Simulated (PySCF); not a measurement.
**WH (sextet): density, localisation and related maps**

```yaml
atoms:
  - { symbol: H, position_ang: [0.0000, 0.0000, -1.7037] }
  - { symbol: W, position_ang: [0.0000, 0.0000, 0.0093] }
```

Core potentials replace the inner electrons of W.

These are results of PySCF 2.14.0, PBE0/def2-TZVPPD, non-relativistic Hamiltonian with scalar-relativistic core potentials where named, at a bond length of 1.713 Å, not measurements.

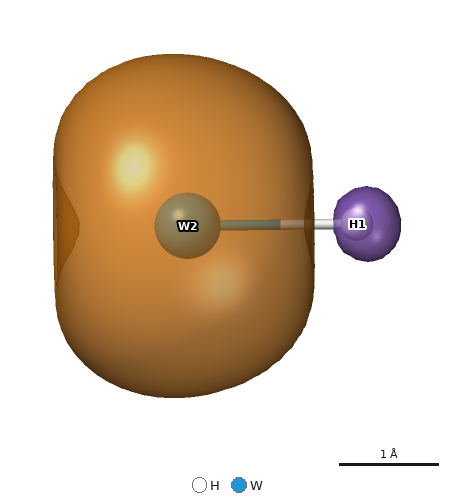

Figure 1. Isosurfaces of the spin density at +0.05 (orange) and −0.05 e/Å³ (purple), seen from one side.

Describe the spin distribution.

The unpaired spin (5 electrons) lies mostly on W2 (about 5.0), in electrons by Hirshfeld's partition.

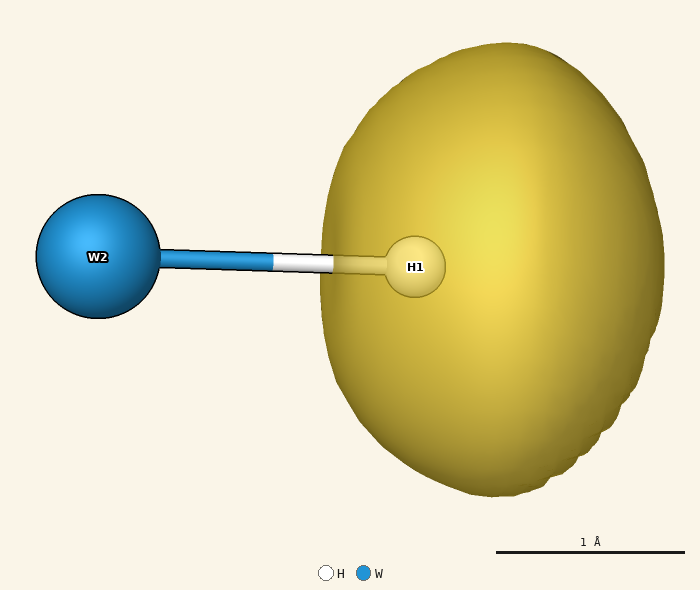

Figure 2. Isosurface of the ELF at 0.8 (yellow), seen from one side. Only the valence region is drawn (cores and ρ < 0.01 e/Å³ removed).

What do the ELF domains correspond to?

The surface consists of one region around a hydrogen nucleus. Profiles from the grid: W–H (1.71 Å): the ELF climbs to about 1 towards the hydrogen.

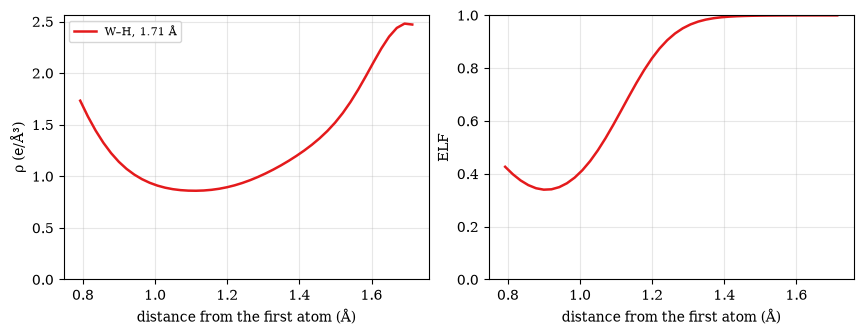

Figure 3. Electron density and ELF along straight lines between neighbouring atoms. The curves leave out the atomic cores.

What can be read from the curves?

W–H (1.71 Å): ρ is about 1.3 e/Å³ halfway; the ELF climbs to about 1 towards the hydrogen.
